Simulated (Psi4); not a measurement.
**Geometry relaxation, with input and output: COS (part 4 of 4)**

COS; TPSS/cc-pVTZ, RKS (Psi4 1.11). The geometry comes from this level: PBE0-D4/def2-TZVP.

Geometry of the input (Å):
```
O  0.9220  0.6844  0.5821
C  0.0967  0.0718  0.0611
S  -1.0187  -0.7562  -0.6432
```

What the program printed, continued
```
       Center              X                  Y                   Z               Mass
    ------------   -----------------  -----------------  -----------------  -----------------
         O           -0.000000198560     0.000000000239     1.692811235216    15.994914619570
         C           -0.000000198560     0.000000000131     0.526198390573    12.000000000000
         S            0.000000173860    -0.000000000169    -1.044372498706    31.972071174400

  Nuclear repulsion =   78.864559970134621

   => Molecular Quadrature <=

    Radial Scheme          =       TREUTLER
    Pruning Scheme         =           NONE
    Nuclear Scheme         =       TREUTLER

    Blocking Scheme        =         OCTREE
    BS radius alpha        =              1
    Pruning alpha          =              1
    Radial Points          =             99
    Spherical Points       =            590
    Total Points           =         164768
    Total Blocks           =           1289
    Max Points             =            256
    Max Functions          =             94
    Weights Tolerance      =       1.00E-15

  -Total Gradient:
     Atom            X                  Y                   Z
    ------   -----------------  -----------------  -----------------
       1        0.000000015491    -0.000000000006    -0.000003967995
       2       -0.000000026964     0.000000000020     0.000008744087
       3        0.000000011461    -0.000000000014    -0.000002613221

	total time  =         15 seconds =       0.25 minutes

    			-----------------------------------------

    			 OPTKING 3.0: for geometry optimizations

    			        with contributions from

    			-----------------------------------------

	                            ===> Fragment 1 <==

	 Z (Atomic Numbers)          Masses                          Geom
	       8.000000            15.994915         -0.00000038  0.00000000  3.19894962
	       6.000000            12.000000         -0.00000038  0.00000000  0.99437085
	      16.000000            31.972071          0.00000033 -0.00000000 -1.97357800

	 - Coordinate -           - BOHR/RAD -       - ANG/DEG -
	 R(1,2)           =         2.204579           1.166613
	 R(2,3)           =         2.967949           1.570571
	 L(1,2,3)         =         3.141592         179.999986
	 l(1,2,3)         =         3.141593         180.000000

	        --- Internal Coordinate Step in ANG or DEG, aJ/ANG or AJ/DEG ---
	-------------------------------------------------------------------------------
	           Coordinate      Previous         Force          Change          New
	           ----------      --------        ------          ------        ------
	               R(1,2)       1.16661        0.00004        0.00000       1.16662
	               R(2,3)       1.57057       -0.00003       -0.00000       1.57057
	             L(1,2,3)     179.99999        0.00000        0.00001     179.99999
	             l(1,2,3)     180.00000       -0.00000       -0.00000     180.00000
	-------------------------------------------------------------------------------

	                                 ==> Convergence Check <==

	Measures of convergence in internal coordinates in au.

	Criteria marked as inactive (o), active & met (*), and active & unmet ( ).

	----------------------------------------------------------------------------------------------
	   Step    Total Energy     Delta E     Max Force     RMS Force      Max Disp      RMS Disp
	----------------------------------------------------------------------------------------------
	  Convergence Criteria              o    1.50e-05 *    1.00e-05 *    6.00e-05 *    4.00e-05 *
	----------------------------------------------------------------------------------------------
	     5    -511.64314850   -6.55e-09 o    4.69e-06 *    2.88e-06 *    7.53e-06 *    4.51e-06 *  ~
	----------------------------------------------------------------------------------------------

Next Geometry in Ang
	Fragment 1 (Ang)

	    O  -0.0000002363   0.0000000003   1.6928116557
	    C  -0.0000001327   0.0000000001   0.5261961884
	    S   0.0000001458  -0.0000000001  -1.0443707170

    Final optimized geometry and variables:
    Molecular point group: c1
    Full point group: C_inf_v

    Geometry (in Angstrom), charge = 0, multiplicity = 1:

    O           -0.000000198560     0.000000000239     1.692811235216
    C           -0.000000198560     0.000000000131     0.526198390573
    S            0.000000173860    -0.000000000169    -1.044372498706

[set-up sections that repeat, and orbital energies of the middle runs, are left out above]
```

Standard output
```
Some dependencies such as QCElemental have not yet finished migration to pydantic v2. If issues are encountered please downgrade pydantic or upgrade QCElemental as appropriate
	Denominators (dg)(dq) or (dq)(dq) are very small.
	Skipping Hessian update for step 4.
Optimizer: Optimization complete!
total energy -511.64314850 hartree = -13922.51921 eV
3
0 1 COS
O                    -0.000000198560     0.000000000000     1.692811235216
C                    -0.000000198560     0.000000000000     0.526198390573
S                     0.000000173860     0.000000000000    -1.044372498706
```

Trajectory as extended XYZ (Å, eV, eV/Å), 5 frames, from step=0 to step=4
```
3
Properties=species:S:1:pos:R:3:forces:R:3 step=0 energy=-13922.50407
O     0.9220    0.6844    0.5821    1.0948   0.8126   0.6912
C     0.0967    0.0718    0.0611   -0.5920  -0.4394  -0.3738
S    -1.0187   -0.7562   -0.6432   -0.5030  -0.3734  -0.3176
3
Properties=species:S:1:pos:R:3:forces:R:3 step=1 energy=-13922.51900
O     0.9328    0.6924    0.5889    0.1771   0.1315   0.1119
C     0.0990    0.0735    0.0625   -0.1316  -0.0977  -0.0831
S    -1.0250   -0.7609   -0.6472   -0.0456  -0.0338  -0.0288
3
Properties=species:S:1:pos:R:3:forces:R:3 step=2 energy=-13922.51933
O     0.9344    0.6937    0.5900    0.0153   0.0113   0.0097
C     0.0991    0.0736    0.0626   -0.0205  -0.0152  -0.0130
S    -1.0258   -0.7615   -0.6477    0.0052   0.0038   0.0033
3
Properties=species:S:1:pos:R:3:forces:R:3 step=3 energy=-13922.51933
O     0.9345    0.6937    0.5900    0.0025   0.0019   0.0016
C     0.0990    0.0735    0.0625   -0.0047  -0.0035  -0.0030
S    -1.0258   -0.7615   -0.6477    0.0021   0.0015   0.0013
3
Properties=species:S:1:pos:R:3:forces:R:3 step=4 energy=-13922.51933
O     0.9345    0.6937    0.5900    0.0001   0.0001   0.0001
C     0.0990    0.0735    0.0625   -0.0003  -0.0002  -0.0002
S    -1.0258   -0.7615   -0.6477    0.0001   0.0001   0.0001
```

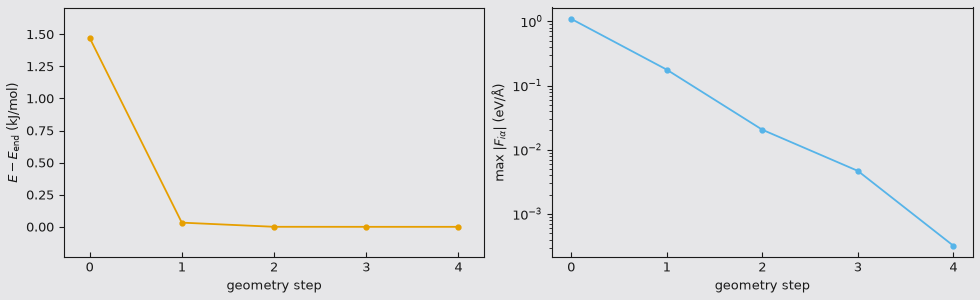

**Figure 1.** Progress of the relaxation, step by step (steps are counted from 0). The largest moves after the best rigid fit, 0.014 Å, are those of O1 and S3. Largest moves by element: O 0.014 Å, S 0.013 Å. C stays in place. Among the contacts that change: O1–C2 1.152 → 1.167 Å, C2–S3 1.558 → 1.571 Å. The energy falls by 1.47 kJ/mol in 4 geometry steps. The largest force component goes from 1.1 to 0.00032 eV/Å. (Atoms are counted from 1 in the order of the input.)

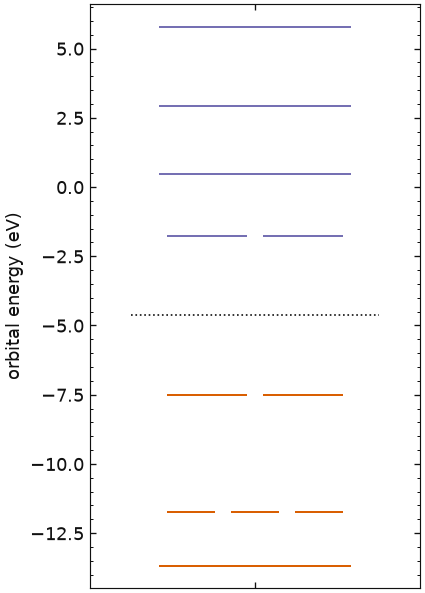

**Figure 2.** Orbital energies near the frontier; the dotted line parts filled from empty levels, and levels within 0.02 eV of each other stand side by side. Highest filled −7.51 eV, lowest empty −1.75 eV, 5.76 eV apart.

Summary

```json
{"quantity": "outcome", "value": "converged"}
{"quantity": "total energy", "value": "−511.643148 hartree"}
{"quantity": "basis functions", "value": "94"}
{"quantity": "HOMO", "value": "−7.51 eV"}
{"quantity": "LUMO", "value": "−1.75 eV"}
{"quantity": "dipole moment", "value": "0.61 D"}
{"quantity": "wall time", "value": "3.1 min"}
{"quantity": "peak memory", "value": "1.2 GiB"}
```
